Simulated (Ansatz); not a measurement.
# What BiN (model cell, started as CsCl type) distorts into, part 2 of 3

Aim: this structure of BiN (model cell, started as CsCl type) is to be tested for unstable modes, and one is followed downhill.

Ansatz 0.2.0; DFT PBEsol, scalar-relativistic, plane waves, PAW.

So far, highest frequency on the path or at a solved wavevector (cm⁻¹): step 2 (response at finite wavevector) 321. Also lowest frequency on the path (cm⁻¹): step 2 -256.

The structure was built from a prototype and need not be the compound's stable phase.

## 4. The mode frozen in, largest atomic shift 0.32 Å

The atoms are moved along the unstable eigenvector, the largest shift by 0.32 Å, with the cell fixed.

Contents of input.yaml:

```yaml
crystal:
  lattice:
    - [-3.1375731501, 3.1375731501, 0.0]
    - [-3.1375731501, -3.1375731501, -3.1375731501]
    - [-3.1375731501, -3.1375731501, 3.1375731501]
  atoms:
    - { symbol: Bi, position: [0.0, 0.4969235076, 0.5030764924] }
    - { symbol: Bi, position: [0.5, 0.2469235076, 0.2530764924] }
    - { symbol: Bi, position: [0.0, 1.0030764924, 0.9969235076] }
    - { symbol: Bi, position: [0.5, 0.7530764924, 0.7469235076] }
    - { symbol: "N", position: [0.5, 0.213941212, 0.713941212] }
    - { symbol: "N", position: [0.0, 0.036058788, 0.536058788] }
    - { symbol: "N", position: [0.5, 0.786058788, 0.286058788] }
    - { symbol: "N", position: [0.0, 0.463941212, -0.036058788] }
kpoints:
  mp_grid: { grid: [8, 8, 8] }
hamiltonian:
  xc: pbesol
scf:
  occupations: { method: methfessel_paxton, width: 0.2 }
output:
  forces: true
  stress: true
  eigenvalues: true
```

Launch:

```console
$ ansatz run input.yaml --threads 4 --pin off --max-ram 7168MiB --backend cpu --events-out ev --progress --plain --runs-dir out
```

Numbers of over 12 decimals in the logs are rounded to 6 here.

Log:

```text
[...]
Crystal: 8 atoms, lattice volume = 123.550 Å³
Basis set: ecut = 420 eV, 2391 PW (Γ), exchange–correlation on 60×80×80 points (8 copies of the dense FFT grid, shifted against one another)
Bands: 48, of which v1, the nominal top of the filled ones, is band 40 counted from 1 (39 counted from 0)
Symmetry: 8 space group operations
[...]
k-points: 105 of 512
[...]
k-point 0: bands = [... 36 lower, 12.1704, 12.2190, 13.0113, 13.8860, 14.6981, 14.7012, 16.7064, 17.1790, ... 4 higher]
  k-point 1: bands = [... 36 lower, 12.1834, 12.3441, 12.9863, 13.7738, 14.4334, 15.5304, 16.5848, 17.0829, ... 4 higher]
  k-point 2: bands = [... 36 lower, 12.7069, 12.7550, 12.9797, 13.5445, 14.6896, 16.2653, 16.5636, 16.7142, ... 4 higher]
  k-point 104: bands = [... 36 lower, 12.9406, 12.9406, 13.9489, 13.9489, 14.4714, 14.4714, 16.0649, 16.0649, ... 4 higher]
[key lines of the parts left out:]
SCF converged after 7 iterations
Free energy (F): -50472.434501 eV
Fermi energy:    14.240959 eV
P = ⅓ Tr σ = 3.9810 GPa (39.810 kbar)
```

It took 7.4 s on 4 threads of Arm Neoverse V2, shared host; peak memory 0.74 GiB.

This step gave:

```yaml
pressure: 3.981 GPa
energy_from_the_undistorted_cell: -47.54 meV/atom
```

The energy, extrapolated to zero smearing, is -47.54 meV/atom against the undistorted cell.

The run ends at a pressure of 3.98 GPa, with forces up to 0.74 eV/Å.

## 5. Energy along the mode, all amplitudes (two of the runs are shown above)

An imaginary frequency means negative curvature, so the energy should fall and then rise again as anharmonic terms take over.

Numbers from this step:

| Quantity | Value |
| --- | --- |
| depth at the lowest point sampled | 47.54 meV/atom |
| largest atomic shift at that point | 0.32 Å |

The energy from the parent by largest atomic shift:

| largest atomic shift (Å) | energy from the parent (meV/atom) |
| --- | --- |
| 0.000 | 0 |
| 0.040 | -1.56 |
| 0.080 | -5.81 |
| 0.140 | -16.3 |
| 0.220 | -33.3 |
| 0.320 | -47.5 |
| 0.450 | -38.9 |
| 0.600 | 22.2 |

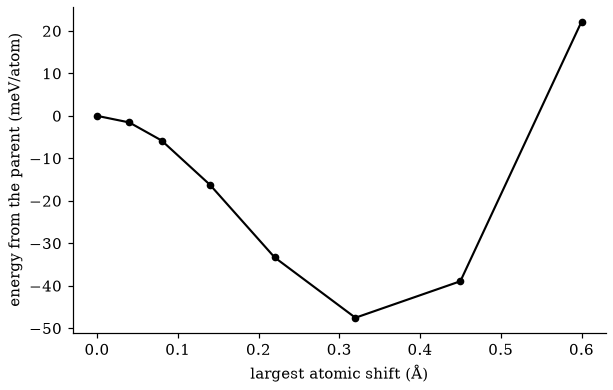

Energy from the parent, plotted against largest atomic shift.

Displacement at unit largest shift by atom:

| atom | x (Å) | y (Å) | z (Å) | size |
| --- | --- | --- | --- | --- |
| Bi1 | 0.000 | 0.000 | 0.060 | 0.060 |
| Bi2 | 0.000 | 0.000 | 0.060 | 0.060 |
| Bi3 | 0.000 | 0.000 | -0.060 | 0.060 |
| Bi4 | 0.000 | 0.000 | -0.060 | 0.060 |
| N5 | 0.707 | 0.707 | 0.000 | 1.000 |
| N6 | -0.707 | -0.707 | 0.000 | 1.000 |
| N7 | -0.707 | -0.707 | 0.000 | 1.000 |
| N8 | 0.707 | 0.707 | 0.000 | 1.000 |

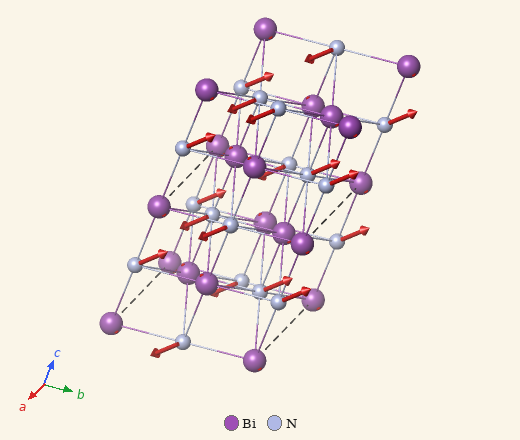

Displacement at unit largest shift as arrows, the longest 1.000 Å. 1×1×2 cells are drawn. Some periodic images of atoms are drawn too.

The lowest of the steps tried is at 0.32 Å, 47.5 meV/atom below the parent; the bottom of the well need not coincide with a step.

## 6. Relaxation from the frozen mode

Starting from the lowest point found, all atoms and the cell are let go, so that strain and other modes of the same symmetry can join in.

Changes to input.yaml since step 4:

```diff
@@ -24 +24,6 @@
   eigenvalues: true
+relax:
+  adjacent_minimum: "off"
+  f_tol: 0.002
+  max_steps: 120
+  cell: { stress_tol: 0.03 }
```

Log:

```text
[...]
Crystal: 8 atoms, lattice volume = 123.550 Å³
Basis set: ecut = 420 eV, 2391 PW (Γ), exchange–correlation on 60×80×80 points (8 copies of the dense FFT grid, shifted against one another)
Bands: 48, of which v1, the nominal top of the filled ones, is band 40 counted from 1 (39 counted from 0)
Symmetry: 8 space group operations
[...]
k-points: 105 of 512
[...]
SCF iter   1: F=—  HF=-50472.499524 eV  |F-HF|=—  |Δ(HF+E_count)|=         —  Δρ=1.51e-2  dr2=3.48e-1  ethr=1.77e-3  ⟨swp⟩=5.3  Hψ=18532  notcnv=0
[...]
SCF iter   7: F=-50472.434501 eV  HF=-50472.434501 eV  |F-HF|=1.11e-8  |Δ(HF+E_count)|=   2.50e-8  S|Δr|=    0.00e0  Δρ=2.62e-6  dr2=1.74e-8  ethr=1.25e-10  ⟨swp⟩=9.9  Hψ=23646  notcnv=0
SCF 1 converged in 7 iterations: F = -50472.434501 eV  dr2 = 1.74e-8
[...]
relax step   1: F+E_penalty+E_count = -50472.43450129 eV  Δ(F+E_penalty+E_count) = +0.000e0 eV  max|allowed force component| = 7.357e-1 eV/Å  Δτ_max = 0.0000 Å  P = +3.981 GPa  Ω = 123.550 Å³  (7 SCF iters, dr2 threshold 1.00e-7 eV, accepted)
Crystal: 8 atoms, lattice volume = 136.116 Å³
Basis set: ecut = 420 eV, 2667 PW (Γ), exchange–correlation on 60×80×80 points (8 copies of the dense FFT grid, shifted against one another)
[...]
SCF iter   7: F=-50472.157937 eV  HF=-50472.157937 eV  |F-HF|=5.76e-8  |Δ(HF+E_count)|=   1.35e-7  S|Δr|=    0.00e0  Δρ=5.95e-6  dr2=1.03e-7  ethr=1.00e-9  ⟨swp⟩=6.4  Hψ=20749  notcnv=0
SCF 2 converged in 7 iterations: F = -50472.157937 eV  dr2 = 1.03e-7
[...]
relax step   2: F+E_penalty+E_count = -50472.15793680 eV  Δ(F+E_penalty+E_count) = +2.766e-1 eV  max|allowed force component| = 1.672e0 eV/Å  Δτ_max = 0.1553 Å  P = -1.900 GPa  Ω = 136.116 Å³  energy of the carried Pulay correction = -2.563e-2 eV  (7 SCF iters, dr2 threshold 8.00e-7 eV, rejected (line search))
Crystal: 8 atoms, lattice volume = 131.116 Å³
Basis set: ecut = 420 eV, 2523 PW (Γ), exchange–correlation on 60×80×80 points (8 copies of the dense FFT grid, shifted against one another)
[...]
SCF iter  10: F=-50472.665777 eV  HF=-50472.665777 eV  |F-HF|=1.46e-11  |Δ(HF+E_count)|=  6.55e-11  S|Δr|=    0.00e0  Δρ=5.91e-8  dr2=6.53e-12  ethr=1.00e-12  ⟨swp⟩=7.1  Hψ=25161  notcnv=0
SCF 3 converged in 10 iterations: F = -50472.665777 eV  dr2 = 6.53e-12
[...]
relax step   3: F+E_penalty+E_count = -50472.66577684 eV  Δ(F+E_penalty+E_count) = -2.313e-1 eV  max|allowed force component| = 4.294e-1 eV/Å  Δτ_max = 0.0729 Å  P = -1.410 GPa  Ω = 131.116 Å³  energy of the carried Pulay correction = -1.573e-2 eV  (10 SCF iters, accepted)
[... from here on, the SCF cycles and remarks between the steps are left out ...]
relax step   4: F+E_penalty+E_count = -50472.76467293 eV  Δ(F+E_penalty+E_count) = -9.890e-2 eV  max|allowed force component| = 3.079e-1 eV/Å  Δτ_max = 0.1000 Å  P = -0.660 GPa  Ω = 132.710 Å³  energy of the carried Pulay correction = -1.893e-2 eV  (6 SCF iters, dr2 threshold 8.00e-7 eV, accepted)
relax step   5: F+E_penalty+E_count = -50472.81108070 eV  Δ(F+E_penalty+E_count) = -4.641e-2 eV  max|allowed force component| = 2.351e-1 eV/Å  Δτ_max = 0.1462 Å  P = +0.509 GPa  Ω = 135.485 Å³  energy of the carried Pulay correction = -2.440e-2 eV  (7 SCF iters, dr2 threshold 8.00e-7 eV, accepted)
relax step   6: F+E_penalty+E_count = -50472.87132331 eV  Δ(F+E_penalty+E_count) = -6.024e-2 eV  max|allowed force component| = 1.190e-1 eV/Å  Δτ_max = 0.0402 Å  P = -0.345 GPa  Ω = 136.466 Å³  energy of the carried Pulay correction = -2.631e-2 eV  (6 SCF iters, dr2 threshold 8.00e-7 eV, accepted)
relax step   7: F+E_penalty+E_count = -50472.95078075 eV  Δ(F+E_penalty+E_count) = -7.946e-2 eV  max|allowed force component| = 1.138e-1 eV/Å  Δτ_max = 0.0212 Å  P = +0.272 GPa  Ω = 135.689 Å³  energy of the carried Pulay correction = -2.480e-2 eV  (6 SCF iters, dr2 threshold 8.00e-7 eV, accepted)
relax step   8: F+E_penalty+E_count = -50473.07578415 eV  Δ(F+E_penalty+E_count) = -1.250e-1 eV  max|allowed force component| = 2.262e-1 eV/Å  Δτ_max = 0.0561 Å  P = +0.371 GPa  Ω = 136.008 Å³  energy of the carried Pulay correction = -2.542e-2 eV  (6 SCF iters, dr2 threshold 8.00e-7 eV, accepted)
relax step   9: F+E_penalty+E_count = -50473.21497506 eV  Δ(F+E_penalty+E_count) = -1.392e-1 eV  max|allowed force component| = 1.481e-1 eV/Å  Δτ_max = 0.0053 Å  P = +0.339 GPa  Ω = 135.117 Å³  energy of the carried Pulay correction = -2.368e-2 eV  (6 SCF iters, dr2 threshold 8.00e-7 eV, accepted)
relax step  10: F+E_penalty+E_count = -50473.40355599 eV  Δ(F+E_penalty+E_count) = -1.886e-1 eV  max|allowed force component| = 2.899e-2 eV/Å  Δτ_max = 0.0170 Å  P = -0.041 GPa  Ω = 133.318 Å³  energy of the carried Pulay correction = -2.014e-2 eV  (6 SCF iters, dr2 threshold 8.00e-7 eV, accepted)
relax step  11: F+E_penalty+E_count = -50473.43767282 eV  Δ(F+E_penalty+E_count) = -3.412e-2 eV  max|allowed force component| = 7.037e-2 eV/Å  Δτ_max = 0.0254 Å  P = -0.383 GPa  Ω = 132.276 Å³  energy of the carried Pulay correction = -1.806e-2 eV  (6 SCF iters, dr2 threshold 8.00e-7 eV, accepted)
relax step  12: F+E_penalty+E_count = -50473.44238843 eV  Δ(F+E_penalty+E_count) = -4.716e-3 eV  max|allowed force component| = 1.076e-2 eV/Å  Δτ_max = 0.0059 Å  P = +0.183 GPa  Ω = 131.842 Å³  energy of the carried Pulay correction = -1.720e-2 eV  (4 SCF iters, dr2 threshold 8.00e-7 eV, accepted)
relax step  13: F+E_penalty+E_count = -50473.44028335 eV  Δ(F+E_penalty+E_count) = +2.105e-3 eV  max|allowed force component| = 3.683e-2 eV/Å  Δτ_max = 0.0038 Å  P = -0.365 GPa  Ω = 132.499 Å³  energy of the carried Pulay correction = -1.851e-2 eV  (6 SCF iters, dr2 threshold 1.71e-7 eV, rejected (line search))
relax step  14: F+E_penalty+E_count = -50473.44223771 eV  Δ(F+E_penalty+E_count) = +1.507e-4 eV  max|allowed force component| = 3.226e-3 eV/Å  Δτ_max = 0.0015 Å  P = +0.004 GPa  Ω = 132.020 Å³  energy of the carried Pulay correction = -1.755e-2 eV  (9 SCF iters, accepted)
relax step  15: F+E_penalty+E_count = -50473.44216214 eV  Δ(F+E_penalty+E_count) = +7.557e-5 eV  max|allowed force component| = 5.826e-3 eV/Å  Δτ_max = 0.0013 Å  P = -0.003 GPa  Ω = 132.057 Å³  energy of the carried Pulay correction = -1.763e-2 eV  (5 SCF iters, dr2 threshold 4.21e-9 eV, rejected (line search))
[...]
relax step  29: F+E_penalty+E_count = -50474.39545472 eV  Δ(F+E_penalty+E_count) = -9.817e-2 eV  max|allowed force component| = 5.093e-3 eV/Å  Δτ_max = 0.0000 Å  P = +0.606 GPa  Ω = 138.614 Å³  stress off target by 1.91e0 GPa  SCF on the basis re-selected at this cell (its energy is not comparable with the rows above)  (8 SCF iters)
relax step  30: F+E_penalty+E_count = -50474.41403102 eV  Δ(F+E_penalty+E_count) = -1.858e-2 eV  max|allowed force component| = 1.768e-2 eV/Å  Δτ_max = 0.0134 Å  P = +0.432 GPa  Ω = 139.650 Å³  energy of the carried Pulay correction = -2.204e-3 eV  (6 SCF iters, dr2 threshold 8.00e-7 eV, accepted)
relax step  31: F+E_penalty+E_count = -50474.43198335 eV  Δ(F+E_penalty+E_count) = -1.795e-2 eV  max|allowed force component| = 1.274e-2 eV/Å  Δτ_max = 0.0209 Å  P = +0.463 GPa  Ω = 141.130 Å³  energy of the carried Pulay correction = -5.534e-3 eV  (8 SCF iters, dr2 threshold 8.00e-7 eV, accepted)
relax step  32: F+E_penalty+E_count = -50474.43441019 eV  Δ(F+E_penalty+E_count) = -2.427e-3 eV  max|allowed force component| = 6.648e-2 eV/Å  Δτ_max = 0.0215 Å  P = +0.078 GPa  Ω = 143.936 Å³  energy of the carried Pulay correction = -1.229e-2 eV  (8 SCF iters, dr2 threshold 8.00e-7 eV, accepted)
relax step  33: F+E_penalty+E_count = -50474.43092010 eV  Δ(F+E_penalty+E_count) = +3.490e-3 eV  max|allowed force component| = 1.017e-1 eV/Å  Δτ_max = 0.0257 Å  P = -0.294 GPa  Ω = 144.718 Å³  energy of the carried Pulay correction = -1.431e-2 eV  (8 SCF iters, dr2 threshold 2.76e-7 eV, rejected (line search))
relax step  34: F+E_penalty+E_count = -50474.43607800 eV  Δ(F+E_penalty+E_count) = -1.668e-3 eV  max|allowed force component| = 2.106e-2 eV/Å  Δτ_max = 0.0195 Å  P = +0.070 GPa  Ω = 144.259 Å³  energy of the carried Pulay correction = -1.309e-2 eV  (11 SCF iters, accepted)
relax step  35: F+E_penalty+E_count = -50474.43627714 eV  Δ(F+E_penalty+E_count) = -1.991e-4 eV  max|allowed force component| = 3.501e-3 eV/Å  Δτ_max = 0.0017 Å  P = +0.017 GPa  Ω = 144.284 Å³  energy of the carried Pulay correction = -1.317e-2 eV  (6 SCF iters, dr2 threshold 1.24e-7 eV, accepted)
relax step  36: F+E_penalty+E_count = -50474.43620425 eV  Δ(F+E_penalty+E_count) = +7.290e-5 eV  max|allowed force component| = 5.495e-3 eV/Å  Δτ_max = 0.0003 Å  P = -0.016 GPa  Ω = 144.314 Å³  energy of the carried Pulay correction = -1.324e-2 eV  (6 SCF iters, dr2 threshold 3.77e-9 eV, accepted)
relax step  37: F+E_penalty+E_count = -50474.43620696 eV  Δ(F+E_penalty+E_count) = -2.707e-6 eV  max|allowed force component| = 4.826e-4 eV/Å  Δτ_max = 0.0002 Å  P = +0.000 GPa  Ω = 144.313 Å³  energy of the carried Pulay correction = -1.325e-2 eV  (6 SCF iters, dr2 threshold 3.31e-9 eV, accepted)
relax step  38: F+E_penalty+E_count = -50474.45749371 eV  Δ(F+E_penalty+E_count) = -2.129e-2 eV  max|allowed force component| = 7.356e-4 eV/Å  Δτ_max = 0.0000 Å  P = +0.071 GPa  Ω = 144.313 Å³  stress off target by 3.23e-1 GPa  SCF on the basis re-selected at this cell (its energy is not comparable with the rows above)  (10 SCF iters)
relax step  39: F+E_penalty+E_count = -50474.45768926 eV  Δ(F+E_penalty+E_count) = -1.955e-4 eV  max|allowed force component| = 8.776e-3 eV/Å  Δτ_max = 0.0054 Å  P = +0.114 GPa  Ω = 144.936 Å³  energy of the carried Pulay correction = -1.295e-3 eV  (7 SCF iters, dr2 threshold 2.62e-7 eV, accepted)
relax step  40: F+E_penalty+E_count = -50474.45666740 eV  Δ(F+E_penalty+E_count) = +1.022e-3 eV  max|allowed force component| = 1.192e-3 eV/Å  Δτ_max = 0.0055 Å  P = +0.001 GPa  Ω = 145.741 Å³  energy of the carried Pulay correction = -2.955e-3 eV  (8 SCF iters, dr2 threshold 1.33e-7 eV, accepted)
relax step  41: F+E_penalty+E_count = -50474.45647721 eV  Δ(F+E_penalty+E_count) = +1.902e-4 eV  max|allowed force component| = 1.074e-4 eV/Å  Δτ_max = 0.0008 Å  P = +0.002 GPa  Ω = 145.837 Å³  energy of the carried Pulay correction = -3.161e-3 eV  (7 SCF iters, dr2 threshold 2.37e-9 eV, accepted)
relax step  42: F+E_penalty+E_count = -50474.45999813 eV  Δ(F+E_penalty+E_count) = -3.521e-3 eV  max|allowed force component| = 2.813e-4 eV/Å  Δτ_max = 0.0000 Å  P = +0.009 GPa  Ω = 145.837 Å³  stress off target by 5.03e-2 GPa  SCF on the basis re-selected at this cell (its energy is not comparable with the rows above)  (7 SCF iters)
relax step  43: F+E_penalty+E_count = -50474.45953146 eV  Δ(F+E_penalty+E_count) = +4.667e-4 eV  max|allowed force component| = 1.020e-3 eV/Å  Δτ_max = 0.0019 Å  P = -0.004 GPa  Ω = 146.102 Å³  energy of the carried Pulay correction = -5.282e-4 eV  (8 SCF iters, dr2 threshold 6.32e-9 eV, accepted)
[...]
SCF iter   7: F=-50474.460072 eV  HF=-50474.460072 eV  |F-HF|=0.00e0  |Δ(HF+E_count)|=  7.28e-12  S|Δr|=    0.00e0  Δρ=7.09e-8  dr2=8.84e-12  ethr=1.00e-12  ⟨swp⟩=6.3  Hψ=22258  notcnv=0
SCF 44 converged in 7 iterations: F = -50474.460072 eV  dr2 = 8.84e-12
relax step  44: F+E_penalty+E_count = -50474.46007182 eV  Δ(F+E_penalty+E_count) = -5.404e-4 eV  max|allowed force component| = 1.033e-3 eV/Å  Δτ_max = 0.0000 Å  P = -0.003 GPa  Ω = 146.102 Å³  stress off target by 6.95e-3 GPa  SCF on the basis re-selected at this cell (its energy is not comparable with the rows above)  (7 SCF iters)
[...]
SCF converged after 7 iterations
[...]
Free energy (F): -50474.460072 eV
[...]
Internal energy: -50474.464843 eV  (E = F + TS)
E sigma→0 (E₀):  -50474.461265 eV
Entropy (-TS):   0.004771 eV (0.596 meV/atom)
Fermi energy:    11.681891 eV
Step filling:    the computed levels leave a gap of 0.0010 eV = 0.0 smearing widths at the electron count; against every level under it full and every level over it empty, smearing changes F+E_penalty+E_count by +0.757 meV and its σ→0 estimate by -0.436 meV
[...]
--- Forces (eV/Å), atoms counted from 1 ---
  atom   1  Bi    -0.00085634    -0.00085634     0.00034153
  atom   2  Bi     0.00085634     0.00085634     0.00034153
  atom   3  Bi    -0.00085634    -0.00085634    -0.00034153
  atom   4  Bi     0.00085634     0.00085634    -0.00034153
  atom   5  N      0.00006121     0.00006121     0.00000000
  atom   6  N     -0.00006121    -0.00006121     0.00000000
  atom   7  N     -0.00103317    -0.00103317     0.00000000
  atom   8  N      0.00103317     0.00103317     0.00000000
  max |Σ_I F_I| component: 0.00e0 eV/Å
--- Stress (GPa, compression-positive) ---
       -0.003114       0.003833       0.000000
        0.003833      -0.003114       0.000000
        0.000000       0.000000      -0.003148
  P = ⅓ Tr σ = -0.0031 GPa (-0.031 kbar)
--- Band table (eV; the first three rows and the last of 105) ---
  k-point 0: bands = [... 36 lower, 10.3616, 10.3951, 10.7444, 11.7248, 11.7719, 12.4003, 13.1106, 13.2799, ... 4 higher]
  k-point 1: bands = [... 36 lower, 10.3299, 10.4054, 10.4798, 11.6408, 11.9619, 12.6872, 12.8101, 13.8131, ... 4 higher]
  k-point 2: bands = [... 36 lower, 10.1328, 10.2442, 10.5664, 11.5574, 12.0058, 12.9583, 13.3777, 14.2818, ... 4 higher]
  k-point 104: bands = [... 36 lower, 9.0503, 9.0503, 10.7950, 10.7950, 12.2065, 12.2065, 14.2721, 14.2721, ... 4 higher]
--- Relaxed structure (39 steps of the walk, 33 accepted, 5 SCFs on fresh bases) ---
  F+E_penalty+E_count = -50474.46007182 eV   max|allowed force component| = 1.033e-3 eV/Å   (the final SCF, on the basis selected at the relaxed cell)
  cell:  # Å, volume = 146.1016 Å³
    - [-2.454075, 2.454075, 0.0]
    - [-4.836079, -4.836079, -3.077611]
    - [-4.836079, -4.836079, 3.077611]
  atoms:
    - { symbol: Bi, position: [0.0, 0.502735, 0.521186] }
    - { symbol: Bi, position: [0.500000, 0.228814, 0.247265] }
    - { symbol: Bi, position: [0.0, 1.021186, 1.002735] }
    - { symbol: Bi, position: [0.5, 0.747265, 0.728814] }
    - { symbol: N, position: [0.500000, 0.217809, 0.717809] }
    - { symbol: N, position: [0.0, 0.032191, 0.532191] }
    - { symbol: N, position: [0.5, 0.855235, 0.355235] }
    - { symbol: N, position: [0.0, 0.394765, -0.105235] }
```

It took 7.2 min on 4 threads; peak memory 0.85 GiB.

[end of part 2 of 3]

[Logs are printed without paths, hosts, clocks, repeated set-up lines and the standing remarks that a program may print on its own settings, such as how far it seeks lower states.]

[Hosts, paths, dates, database ids (printed as entryN), source tags and the programs' standing remarks are cut or masked in the printed files.]
